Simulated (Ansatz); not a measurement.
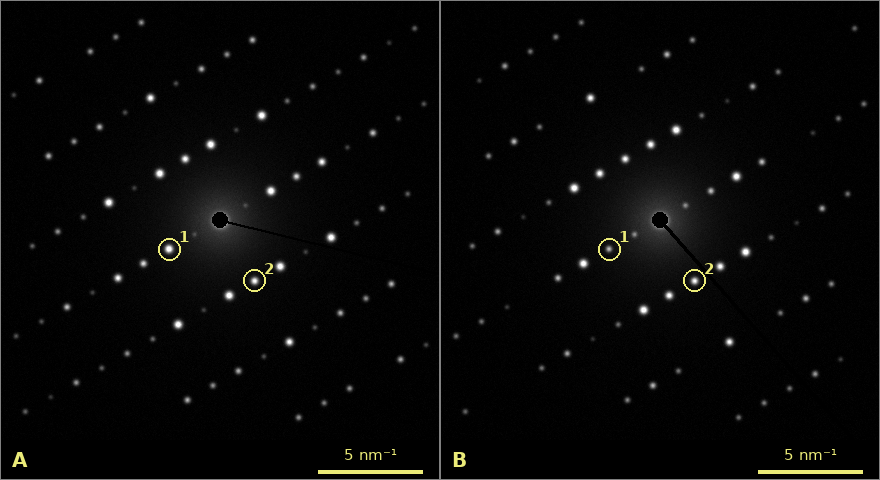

Kinematic electron diffraction patterns (200 kV, B = 0.5 Å², same scale) along [1-10] of the run's own cell, for the start and the end of one relaxation of Si2As with DFT, PAW plane waves, r2scan in Ansatz 0.2.0. k mesh 7×7×7. The start is a generated model structure, and the relaxation ends in the nearest stationary point of its symmetry, not necessarily the ground state. Spot 1 is 0 0 -2 and spot 2 is 1 1 1 in both.

Start structure:

```
Si As
1.0
     0.00000    4.16936    0.00000
     4.16936    0.00000    0.00000
     2.08468    2.08468   -7.05459
Si As
4 2
Direct
  0.50000 0.00000 0.00000
  0.00000 0.50000 0.00000
  0.32500 0.32500 0.35000
  0.67500 0.67500 0.65000
  0.13600 0.13600 0.72800
  0.86400 0.86400 0.27200
```

Question: Which pattern belongs to the start structure, and which to the relaxed one?

Answer: B is the start: its cell gives d(1) = 3.527 Å, d(2) = 2.948 Å and an angle of 90.0°. The spot positions hardly differ, so the intensities decide: those computed from the start structure match B, and A is the relaxed structure.

Question: Name reflections whose intensity changes strongly on relaxation.

Answer: 1 1 3 goes from 100 to 0.46 % of the strongest spot; 1 1 -2 goes from 2.9 to 97 % of the strongest spot; 0 0 6 goes from 0.38 to 19 % of the strongest spot.

Question: Summarise the relaxation behind the change.

Answer: The cell was held fixed; with the mean shift removed, the atoms moved by up to 1.48 Å relative to the cell (As most); the space group stayed I4/mmm (No. 139); the free energy fell by 340 meV an atom.
